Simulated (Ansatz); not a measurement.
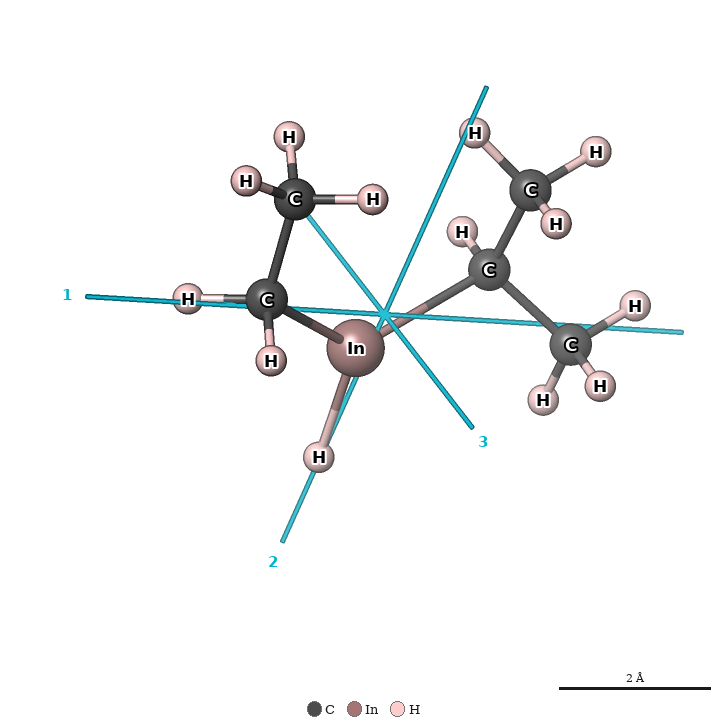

The three principal axes of inertia are drawn and numbered. Distant atoms are faded towards the background colour. The geometry was computed by an optimisation with PBE0-D4/def2-TZVP. No frequency run is at hand to confirm it as a minimum. Masses are those of the most abundant isotopes; constants are for the rigid equilibrium geometry.

### Which line is the a axis (least moment of inertia), which b and which c?

a is line 1, b is line 2, c is line 3; the moments are 187, 364, 524 u Å².

### What kind of rotor is it, and what are its rotational constants in GHz?

An asymmetric top (C1): A = 2.70, B = 1.39, C = 0.965 GHz. Ray's parameter κ is −0.51, nearer the prolate limit.
